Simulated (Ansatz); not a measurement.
# ZnPbO2: relaxing a made-up structure

Starting from a made-up structure for ZnPbO2, the aim is the relaxed cell, its shortest contacts and, where a second run follows, its electronic structure.

Calculated with Ansatz 0.2.0; DFT, r2SCAN, plane-wave PAW, files of the set soft_1, scalar-relativistic, no spin, cell and ions relaxed at zero pressure; PAW set soft_1, in the first sound run; inputs show where later runs differ.

### Step 1. Starting point

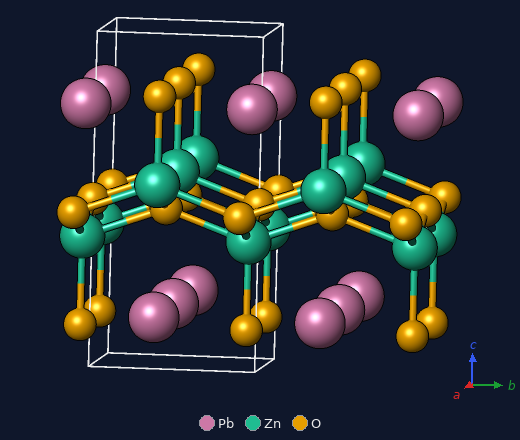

The cell as given, slightly off an axis (lead pink, zinc teal, oxygen orange). 2×2×1 cells are drawn. Bonds to atoms that aren't drawn are left out. Some periodic images of atoms are drawn too.

### Step 2. Relaxing cell and atoms

The guess takes its coordinates from another compound and its volume from a rule, so the cell and any free coordinates are relaxed together.

input.yaml

```yaml
crystal:
  lattice:
    - [3.891, 0.0, 0.0]
    - [0.0, 3.891, 0.0]
    - [0.0, 0.0, 7.822]
  atoms:
    - { symbol: Pb, position: [0.0, 0.5, 0.1955] }
    - { symbol: Pb, position: [0.5, 0.0, 0.8045] }
    - { symbol: Zn, position: [0.0, 0.5, 0.5902] }
    - { symbol: Zn, position: [0.5, 0.0, 0.4098] }
    - { symbol: O, position: [0.0, 0.5, 0.8543] }
    - { symbol: O, position: [0.5, 0.0, 0.1457] }
    - { symbol: O, position: [0.5, 0.5, 0.5] }
    - { symbol: O, position: [0.0, 0.0, 0.5] }
kpoints:
  mp_grid: { grid: [7, 7, 4] }
scf:
  occupations: { method: fermi_dirac, width: 0.05 }
hamiltonian:
  xc: r2scan
  pseudopotentials: { kind: paw, azcp: { folder: soft_1 } }
relax:
  f_tol: 0.015
  max_steps: 70
  cell: {}
output:
  forces: true
  stress: true
```

Command:

```
> ansatz run input.yaml --threads 4 --pin off --max-ram 10240MiB --backend cpu --events-out ev --progress --plain --runs-dir out
```

Numbers of over 12 decimals in the logs are rounded to 6 here.

Log:

```text
Engine: ansatz 0.2.0, aarch64-unknown-linux-gnu
Pseudopotentials: kind: paw
Pseudopotential: Pb, paw, valence charge 14, recommended cutoff 500 eV (meta_gga), soft_1/Pb.paw.azcp
Pseudopotential: Zn, paw, valence charge 12, recommended cutoff 500 eV (meta_gga), soft_1/Zn.paw.azcp
Pseudopotential: O, paw, valence charge 6, recommended cutoff 500 eV (meta_gga), soft_1/O.paw.azcp
Functional definition: r2SCAN
  parameter k0 = 0.174
  parameter k1 = 0.065
  parameter a1 = 4.9479
  exchange = r2scan_x(k0 = k0, k1 = k1, a1 = a1)
  correlation = r2scan_c
Crystal: 8 atoms, lattice volume = 118.424 Å³
Basis set: ecut = 500 eV, 3013 PW (Γ), exchange–correlation on 120×120×240 points (64 copies of the dense FFT grid, shifted against one another)
Bands: 46, of which v1, the nominal top of the filled ones, is band 38 counted from 1 (37 counted from 0)
Symmetry: 16 space group operations
Space group: P4/nmm (ITA 129), of the structure as read, at distance tolerance 4.9e-5 Å
k-points: 30 of 196
Non-local potential: Pb, projectors of the file, l = 0: 2, l = 1: 2, l = 2: 2, l = 3: 1
Non-local potential: Zn, projectors of the file, l = 0: 2, l = 1: 2, l = 2: 3, l = 3: 1
Non-local potential: O, projectors of the file, l = 0: 2, l = 1: 2, l = 2: 1
PAW form: soft (Blöchl's): semilocal exchange-correlation on the pseudo side does not see the compensation charge
PAW frozen core: Pb, regenerated for the run's functional (the file was generated under x = pbe(κ = 0.804, μ = 0.219515), c = pbe(β = 0.066725))
PAW frozen core: Zn, regenerated for the run's functional (the file was generated under x = pbe(κ = 0.804, μ = 0.219515), c = pbe(β = 0.066725))
PAW frozen core: O, regenerated for the run's functional (the file was generated under x = pbe(κ = 0.804, μ = 0.219515), c = pbe(β = 0.066725))
PAW one-centre angular grid: Pb, 590 points (default); XC on 160 Gauss nodes
PAW one-centre angular grid: Zn, 590 points (default); XC on 160 Gauss nodes
PAW one-centre angular grid: O, 302 points (default); XC on 160 Gauss nodes
Initial density: superposition of atomic densities (chi_scale 0.1, normalization cell, long waves kept (reshape's long-wave potential 0.68 eV rms))
Initial wavefunctions: pseudopotential atomic-orbital guess
Functional: x = r2scan, c = r2scan; τ floored in thin density (d = 2e-4 eV/Å³)
SCF iter   1: F=—  HF=-32773.497109 eV  |F-HF|=—  |Δ(HF+E_count)|=         —  Δρ=9.70e-2  dr2=1.23e1  dr2_τ=2.70e-1  ethr=3.10e-3  ⟨swp⟩=7.0  Hψ=6173  notcnv=0
preconditioner: auto → Resta (q_TF=auto, 2.534 Å⁻¹)  ε∞=4.9  [insulator: Δε(μ)=1.112 eV  Ē_g=15.107 eV  σ=0.050 eV  W_gap=1.00  n_scr=38 (ndim 8)  ℏωp=29.7 eV  f_vac=0.000  D(μ)=0.00/eV (n_scr^D=0)  ε∞_Penn≈4.9]
SCF iter   2: F=—  HF=-32770.973484 eV  |F-HF|=—  |Δ(HF+E_count)|=    2.52e0  Δρ=2.98e-2  dr2=1.83e0  dr2_τ=7.28e-2  ethr=3.10e-3  ⟨swp⟩=3.1  Hψ=3082  notcnv=0  defer=57
SCF iter   3: F=—  HF=-32770.623592 eV  |F-HF|=—  |Δ(HF+E_count)|=   3.50e-1  Δρ=1.95e-2  dr2=5.99e-1  dr2_τ=3.09e-2  ethr=2.40e-3  ⟨swp⟩=2.3  Hψ=2436  notcnv=0  defer=39
automatic band count: iteration 3 solves 45 bands in place of 46: the levels show a gap, and the empty bands left out lie too high to hold charge; the band table lists the bands solved (type scf.n_extra_bands for more)
SCF iter   4: F=—  HF=-32770.559066 eV  |F-HF|=—  |Δ(HF+E_count)|=   6.45e-2  Δρ=8.69e-3  dr2=7.47e-2  dr2_τ=3.83e-3  ethr=7.88e-4  ⟨swp⟩=3.0  Hψ=2282  notcnv=0  defer=10
automatic band count: iteration 4 solves 44 bands in place of 45: the levels show a gap, and the empty bands left out lie too high to hold charge; the band table lists the bands solved (type scf.n_extra_bands for more)
SCF iter   5: F=—  HF=-32770.575134 eV  |F-HF|=—  |Δ(HF+E_count)|=   1.61e-2  Δρ=6.08e-3  dr2=2.87e-2  dr2_τ=3.22e-3  ethr=9.83e-5  ⟨swp⟩=2.6  Hψ=2811  notcnv=0  defer=44
SCF iter   6: F=—  HF=-32770.572171 eV  |F-HF|=—  |Δ(HF+E_count)|=   2.96e-3  Δρ=2.44e-3  dr2=4.21e-3  dr2_τ=3.17e-4  ethr=3.78e-5  ⟨swp⟩=2.0  Hψ=2501  notcnv=0  defer=44
SCF iter   7: F=—  HF=-32770.571431 eV  |F-HF|=—  |Δ(HF+E_count)|=   7.39e-4  Δρ=5.99e-4  dr2=2.67e-4  dr2_τ=2.05e-5  ethr=5.54e-6  ⟨swp⟩=2.0  Hψ=1937  notcnv=0  defer=44
SCF iter   8: F=—  HF=-32770.571697 eV  |F-HF|=—  |Δ(HF+E_count)|=   2.66e-4  Δρ=2.84e-4  dr2=7.43e-5  dr2_τ=6.80e-6  ethr=3.51e-7  ⟨swp⟩=2.0  Hψ=2416  notcnv=0  defer=44
SCF iter   9: F=—  HF=-32770.571723 eV  |F-HF|=—  |Δ(HF+E_count)|=   2.56e-5  Δρ=4.54e-5  dr2=2.47e-6  dr2_τ=1.31e-7  ethr=9.77e-8  ⟨swp⟩=2.0  Hψ=2421  notcnv=0  defer=44
SCF iter  10: F=—  HF=-32770.571724 eV  |F-HF|=—  |Δ(HF+E_count)|=   1.03e-6  Δρ=1.46e-5  dr2=1.87e-7  dr2_τ=1.41e-8  ethr=3.26e-9  ⟨swp⟩=2.1  Hψ=2281  notcnv=0  defer=44
SCF iter  11: F=-32770.571724 eV  HF=-32770.571724 eV  |F-HF|=7.35e-9  |Δ(HF+E_count)|=   1.86e-8  Δρ=3.94e-6  dr2=2.23e-8  dr2_τ=9.80e-10  ethr=1.32e-10  ⟨swp⟩=4.3  Hψ=4767  notcnv=0
SCF 1 converged in 11 iterations: F = -32770.571724 eV  dr2 = 2.23e-8
  greatest PAW one-centre occupation: 0.991 electrons in one spin orbital (limit 2), on the Zn atom at site 3 (counted from 0), in its partial waves of l = 2
relax step   1: F+E_penalty+E_count = -32770.57172398 eV  Δ(F+E_penalty+E_count) = +0.000e0 eV  max|allowed force component| = 1.518e0 eV/Å  Δτ_max = 0.0000 Å  P = -6.624 GPa  Ω = 118.424 Å³  (11 SCF iters, dr2 threshold 1.00e-7 eV, accepted)
Crystal: 8 atoms, lattice volume = 114.131 Å³
Basis set: ecut = 500 eV, 2863 PW (Γ), exchange–correlation on 120×120×240 points (64 copies of the dense FFT grid, shifted against one another)
Initial density: handed on by an earlier stage of this run
Initial wavefunctions: those handed on with the density
iter 1 solved again at ethr=2.02e-4 eV; its pass at ethr=3.10e-3 eV (dr2=1.54e-1 eV) is discarded
SCF iter   1: F=—  HF=-32770.263070 eV  |F-HF|=—  |Δ(HF+E_count)|=         —  Δρ=1.10e-2  dr2=1.52e-1  dr2_τ=1.81e0  ethr=2.02e-4  ⟨swp⟩=1.7  Hψ=7330  notcnv=0
automatic band count: iteration 1 solves 44 bands in place of 46: the levels show a gap, and the empty bands left out lie too high to hold charge; the band table lists the bands solved (type scf.n_extra_bands for more)
preconditioner: auto → Resta (q_TF=auto, 2.550 Å⁻¹)  ε∞=6.1  [insulator: Δε(μ)=1.278 eV  Ē_g=13.397 eV  σ=0.050 eV  W_gap=1.00  n_scr=38 (ndim 8)  ℏωp=30.3 eV  f_vac=0.000  D(μ)=0.00/eV (n_scr^D=0)  ε∞_Penn≈6.1]
SCF iter   2: F=—  HF=-32771.077921 eV  |F-HF|=—  |Δ(HF+E_count)|=   8.15e-1  Δρ=5.22e-3  dr2=9.41e-2  dr2_τ=1.36e-3  ethr=2.00e-4  ⟨swp⟩=3.1  Hψ=2955  notcnv=0
[...]
SCF iter   3: F=—  HF=-32771.103395 eV  |F-HF|=—  |Δ(HF+E_count)|=   1.76e-3  Δρ=3.05e-3  dr2=8.54e-3  dr2_τ=9.71e-4  ethr=3.16e-5  ⟨swp⟩=2.3  Hψ=2654  notcnv=0
SCF iter   4: F=—  HF=-32771.101421 eV  |F-HF|=—  |Δ(HF+E_count)|=   1.97e-3  Δρ=8.76e-4  dr2=6.56e-4  dr2_τ=3.06e-5  ethr=1.12e-5  ⟨swp⟩=2.0  Hψ=2093  notcnv=0  defer=1
SCF iter   5: F=—  HF=-32771.101561 eV  |F-HF|=—  |Δ(HF+E_count)|=   1.41e-4  Δρ=4.38e-4  dr2=2.96e-4  dr2_τ=1.64e-5  ethr=8.63e-7  ⟨swp⟩=2.0  Hψ=2527  notcnv=0  defer=1
SCF iter   6: F=—  HF=-32771.101502 eV  |F-HF|=—  |Δ(HF+E_count)|=   5.89e-5  Δρ=2.24e-4  dr2=3.82e-5  dr2_τ=3.62e-6  ethr=3.90e-7  ⟨swp⟩=2.0  Hψ=2358  notcnv=0  defer=1
SCF iter   7: F=—  HF=-32771.101497 eV  |F-HF|=—  |Δ(HF+E_count)|=   4.98e-6  Δρ=7.96e-5  dr2=5.69e-6  dr2_τ=2.88e-7  ethr=5.03e-8  ⟨swp⟩=2.0  Hψ=1960  notcnv=0  defer=1
SCF iter   8: F=—  HF=-32771.101498 eV  |F-HF|=—  |Δ(HF+E_count)|=   7.81e-7  Δρ=3.32e-5  dr2=9.12e-7  dr2_τ=1.12e-7  ethr=7.49e-9  ⟨swp⟩=2.0  Hψ=2362  notcnv=0  defer=1
SCF iter   9: F=-32771.101498 eV  HF=-32771.101498 eV  |F-HF|=4.82e-8  |Δ(HF+E_count)|=   9.99e-8  Δρ=1.32e-5  dr2=1.77e-7  dr2_τ=9.89e-9  ethr=1.05e-9  ⟨swp⟩=5.0  Hψ=5254  notcnv=0
SCF 3 converged in 9 iterations: F = -32771.101498 eV  dr2 = 1.77e-7
relax step   3: F+E_penalty+E_count = -32771.10149818 eV  Δ(F+E_penalty+E_count) = -4.063e-2 eV  max|allowed force component| = 4.775e-1 eV/Å  Δτ_max = 0.0502 Å  P = +2.430 GPa  Ω = 110.033 Å³  energy of the carried Pulay correction = +4.875e-3 eV  (9 SCF iters, dr2 threshold 8.00e-7 eV, accepted)
[...]
relax step   4: F+E_penalty+E_count = -32771.13161752 eV  Δ(F+E_penalty+E_count) = -3.012e-2 eV  max|allowed force component| = 2.487e-1 eV/Å  Δτ_max = 0.0338 Å  P = +0.137 GPa  Ω = 111.604 Å³  energy of the carried Pulay correction = +3.935e-3 eV  (8 SCF iters, dr2 threshold 8.00e-7 eV, accepted)
[...]
relax step   5: F+E_penalty+E_count = -32771.13967959 eV  Δ(F+E_penalty+E_count) = -8.062e-3 eV  max|allowed force component| = 8.544e-2 eV/Å  Δτ_max = 0.0210 Å  P = -0.074 GPa  Ω = 112.031 Å³  energy of the carried Pulay correction = +3.681e-3 eV  (6 SCF iters, dr2 threshold 8.00e-7 eV, accepted)
[...]
relax step   6: F+E_penalty+E_count = -32771.14090882 eV  Δ(F+E_penalty+E_count) = -1.229e-3 eV  max|allowed force component| = 2.874e-2 eV/Å  Δτ_max = 0.0088 Å  P = +0.059 GPa  Ω = 111.906 Å³  energy of the carried Pulay correction = +3.755e-3 eV  (5 SCF iters, dr2 threshold 4.56e-7 eV, accepted)
[...]
relax step   7: F+E_penalty+E_count = -32771.14096036 eV  Δ(F+E_penalty+E_count) = -5.154e-5 eV  max|allowed force component| = 5.355e-3 eV/Å  Δτ_max = 0.0039 Å  P = -0.010 GPa  Ω = 112.022 Å³  energy of the carried Pulay correction = +3.687e-3 eV  (6 SCF iters, dr2 threshold 5.16e-8 eV, accepted)
Initial wavefunctions: pseudopotential atomic-orbital guess (no wavefunctions were taken with the density)
iter 1 solved again at ethr=1.01e-7 eV; its pass at ethr=3.10e-3 eV (dr2=7.67e-5 eV) is discarded
SCF iter   1: F=—  HF=-32771.137158 eV  |F-HF|=—  |Δ(HF+E_count)|=         —  Δρ=1.95e-4  dr2=5.75e-6  dr2_τ=1.57e-5  ethr=1.01e-7  ⟨swp⟩=3.7  Hψ=10379  notcnv=0
preconditioner: auto → Resta (q_TF=auto, 2.557 Å⁻¹)  ε∞=5.6  [insulator: Δε(μ)=0.992 eV  Ē_g=14.230 eV  σ=0.050 eV  W_gap=1.00  n_scr=38 (ndim 8)  ℏωp=30.6 eV  f_vac=0.004  D(μ)=0.00/eV (n_scr^D=0)  ε∞_Penn≈5.6]
SCF iter   2: F=—  HF=-32771.137167 eV  |F-HF|=—  |Δ(HF+E_count)|=   9.19e-6  Δρ=1.23e-4  dr2=4.00e-6  dr2_τ=1.27e-6  ethr=7.56e-9  ⟨swp⟩=2.0  Hψ=2045  notcnv=0
SCF iter   3: F=—  HF=-32771.137170 eV  |F-HF|=—  |Δ(HF+E_count)|=   2.96e-6  Δρ=3.45e-5  dr2=4.92e-7  dr2_τ=5.86e-8  ethr=5.26e-9  ⟨swp⟩=2.0  Hψ=2040  notcnv=0
SCF iter   4: F=—  HF=-32771.137169 eV  |F-HF|=—  |Δ(HF+E_count)|=   5.71e-7  Δρ=3.58e-6  dr2=8.08e-9  dr2_τ=9.35e-10  ethr=6.48e-10  ⟨swp⟩=2.0  Hψ=2074  notcnv=0
SCF iter   5: F=—  HF=-32771.137169 eV  |F-HF|=—  |Δ(HF+E_count)|=   3.47e-8  Δρ=3.34e-6  dr2=5.81e-9  dr2_τ=8.69e-10  ethr=1.06e-11  ⟨swp⟩=2.0  Hψ=2501  notcnv=0
SCF iter   6: F=—  HF=-32771.137169 eV  |F-HF|=—  |Δ(HF+E_count)|=   2.97e-9  Δρ=1.49e-6  dr2=5.53e-10  dr2_τ=2.57e-10  ethr=7.64e-12  ⟨swp⟩=2.0  Hψ=2464  notcnv=0
SCF iter   7: F=—  HF=-32771.137169 eV  |F-HF|=—  |Δ(HF+E_count)|=  6.18e-10  Δρ=5.87e-7  dr2=2.97e-10  dr2_τ=4.16e-11  ethr=1.00e-12  ⟨swp⟩=2.0  Hψ=2495  notcnv=0
SCF iter   8: F=-32771.137169 eV  HF=-32771.137169 eV  |F-HF|=7.28e-12  |Δ(HF+E_count)|=  1.46e-11  Δρ=1.83e-7  dr2=2.39e-11  dr2_τ=2.26e-12  ethr=1.00e-12  ⟨swp⟩=3.7  Hψ=5588  notcnv=0
SCF 8 converged in 8 iterations: F = -32771.137169 eV  dr2 = 2.39e-11
relax step   8: F+E_penalty+E_count = -32771.13716944 eV  Δ(F+E_penalty+E_count) = +3.791e-3 eV  max|allowed force component| = 5.730e-3 eV/Å  Δτ_max = 0.0000 Å  P = -0.006 GPa  Ω = 112.022 Å³  stress off target by 1.10e-2 GPa  SCF on the basis re-selected at this cell (its energy is not comparable with the rows above)  (8 SCF iters)
basis re-selected at this cell: Δ(F+E_penalty+E_count) = +3.791e-3 eV, ΔP = +0.004 GPa vs the last step (what re-selecting the basis moved, of the pressure what is left beyond the Pulay correction that the steps carried, after the strain that the cell walked since its last selection, with what the two solves' SCF thresholds leave and, on support functions, any second-order correction that the steps lacked; it is no m [...]
SCF converged after 8 iterations
Free energy (F): -32771.137169 eV
Harris-Foulkes:  -32771.137169 eV  (|F-HF|=7.28e-12)
Internal energy: -32771.137165 eV  (E = F + TS)
E sigma→0 (E₀):  -32771.137167 eV
Entropy (-TS):   -0.000005 eV (-0.001 meV/atom)
Fermi energy:    10.845720 eV
--- Per-component energies (eV) ---
  E_band       = 64.115781
  E_kinetic    = 1550.464787
  E_local      = -7107.078966  (includes V_loc(G=0)·N_el)
  E_nonlocal   = 2482.386871
  E_hartree    = 2750.878199
  E_xc         = -813.870823
  E_vxc        = -816.825580  (∫ρ·V_xc dr)
  E_paw        = -25327.781076  (= ΣΔE_a)
  E_vpaw       = -1599.141856  (= ΣTr[D̂ρ^β])
  E_aug_tail   = 0.001231  (compensation charges beyond the density's cutoff)
  E_vtau       = 52.552802  (kinetic-family band-sum trace: ∫τ·v_τ [+ j·A + Jᵃ·Aᵃ] dr)
  E_ewald      = -6307.574993
  E_core_change = 1.437605  (= ΣΔE_core)
  E_smearing   = -0.000005  (= −TS)
  E_closure    = 0.000000  (closes the sum)
  Σ components = -32771.137169   (vs F -32771.137169, Δ=0.00e0)
--- Forces (eV/Å), atoms counted from 1 ---
  atom   1  Pb     0.00000000    -0.00000000     0.00573014
  atom   2  Pb    -0.00000000     0.00000000    -0.00573014
  atom   3  Zn    -0.00000000     0.00000000    -0.00214486
  atom   4  Zn     0.00000000    -0.00000000     0.00214486
  atom   5  O      0.00000000     0.00000000     0.00477759
  atom   6  O     -0.00000000     0.00000000    -0.00477759
  atom   7  O     -0.00000000     0.00000000    -0.00000000
  atom   8  O      0.00000000    -0.00000000     0.00000000
  max |Σ_I F_I| component: 1.73e-18 eV/Å
--- Stress (GPa, compression-positive) ---
       -0.010985       0.000000       0.000000
        0.000000      -0.010985      -0.000000
        0.000000      -0.000000       0.004100
  P = ⅓ Tr σ = -0.0060 GPa (-0.060 kbar)
--- Relaxed structure (7 steps of the walk, 7 accepted, 1 SCFs on fresh bases) ---
  F+E_penalty+E_count = -32771.13716944 eV   max|allowed force component| = 5.730e-3 eV/Å   (the final SCF, on the basis selected at the relaxed cell)
  cell:  # Å, volume = 112.0217 Å³
    - [3.866957, 0, 0]
    - [0, 3.866957, 0]
    - [0, 0, 7.491411]
  atoms:
    - { symbol: Pb, position: [0, 0.5, 0.169386] }
    - { symbol: Pb, position: [0.5, 0, 0.830614] }
    - { symbol: Zn, position: [0, 0.5, 0.585491] }
    - { symbol: Zn, position: [0.5, 0, 0.414509] }
    - { symbol: O, position: [0, 0.5, 0.860997] }
    - { symbol: O, position: [0.5, 0, 0.139003] }
    - { symbol: O, position: [0.5, 0.5, 0.5] }
    - { symbol: O, position: [0, 0, 0.5] }
```

Run time: 39 s. Hardware: 4 threads of Arm Neoverse V2, shared host; peak memory 0.82 GiB.

Relaxation path:

| step | energy less that of the first step (eV) | largest force component (eV/Å) | pressure (GPa) | volume (Å³) |
| --- | --- | --- | --- | --- |
| 1 | 0.0000 | 1.5178 | -6.62 | 118.42 |
| 2 | -0.4891 | 0.4864 | -2.38 | 114.13 |
| 3 | -0.5298 | 0.4775 | 2.43 | 110.03 |
| 4 | -0.5599 | 0.2487 | 0.14 | 111.60 |
| 5 | -0.5680 | 0.0854 | -0.07 | 112.03 |
| 6 | -0.5692 | 0.0287 | 0.06 | 111.91 |
| 7 | -0.5692 | 0.0054 | -0.01 | 112.02 |
| 8* | -0.5654 | 0.0057 | -0.01 | 112.02 |

Relaxation steps marked * repeat the geometry before them on a plane-wave basis chosen anew for their cell, so energy and pressure can jump there.

The run keeps the 16 symmetry operations that it works with, so distortions that break them were not tested.

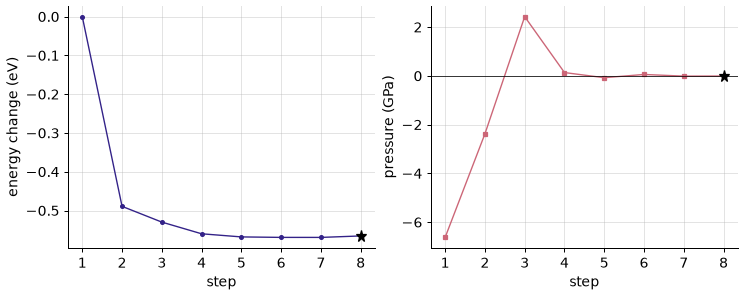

Energy and pressure along the relaxation. Stars mark steps on a basis chosen anew.

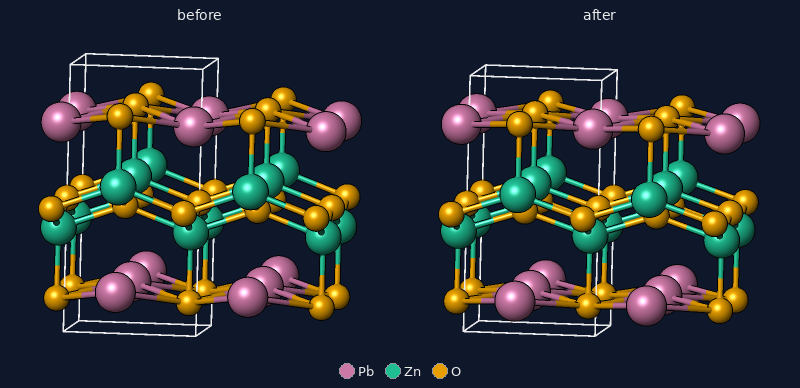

The structure before and after the relaxation, drawn at the same scale.

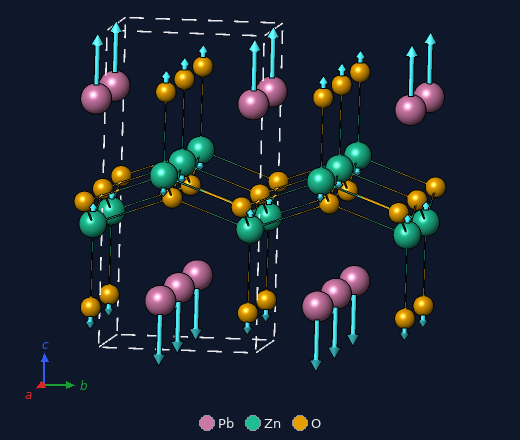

Displacements in the relaxation, exaggerated, measured against the changing cell; the longest in the cell stands for 0.20 Å. Bonds to atoms that aren't drawn are left out. 2×2×1 cells are drawn. Some periodic images of atoms are drawn too.

| conventional cell, symmetrised | before | after | change |
| --- | --- | --- | --- |
| a (Å) | 3.891 | 3.867 | -0.6 % |
| b (Å) | 3.891 | 3.867 | -0.6 % |
| c (Å) | 7.822 | 7.491 | -4.2 % |
| volume (Å³/atom) | 14.80 | 14.00 | -5.4 % |

The atoms that moved most (Å, as changes of fractional coordinates times the final cell):

| atom | dx | dy | dz | length |
| --- | --- | --- | --- | --- |
| Pb1 | 0.000 | 0.000 | -0.196 | 0.196 |
| Pb2 | 0.000 | 0.000 | 0.196 | 0.196 |
| O6 | 0.000 | 0.000 | -0.050 | 0.050 |
| O5 | 0.000 | 0.000 | 0.050 | 0.050 |
| Zn4 | 0.000 | 0.000 | 0.035 | 0.035 |
| Zn3 | 0.000 | 0.000 | -0.035 | 0.035 |

This step gave:

* free energy: -32771.1372 eV
* Fermi energy: 10.85 eV
* gap by band count: 0.9914 eV
* electrons: 76
* symmetry operations: 16
* pressure: -0.005957 GPa

Shortest distances by pair of elements, guess and relaxed (not always the same contact):

| pair | guess (Å) | relaxed (Å) |
| --- | --- | --- |
| O–Zn | 2.066 | 2.037 |
| O–Pb | 2.669 | 2.310 |
| O–O | 2.751 | 2.734 |
| Zn–Zn | 3.092 | 3.019 |
| Pb–Zn | 3.087 | 3.117 |

The relaxation ends with a largest force component of 0.0057 eV/Å and a pressure of -0.01 GPa.

(Part 1 of 2 ends here.)

[Logs are printed without paths, hosts, clocks, repeated set-up lines and the standing remarks that a program may print on its own settings, such as how far it seeks lower states.]

[Hosts, paths, dates, database ids (printed as entryN), source tags and the programs' standing remarks are cut or masked in the printed files.]
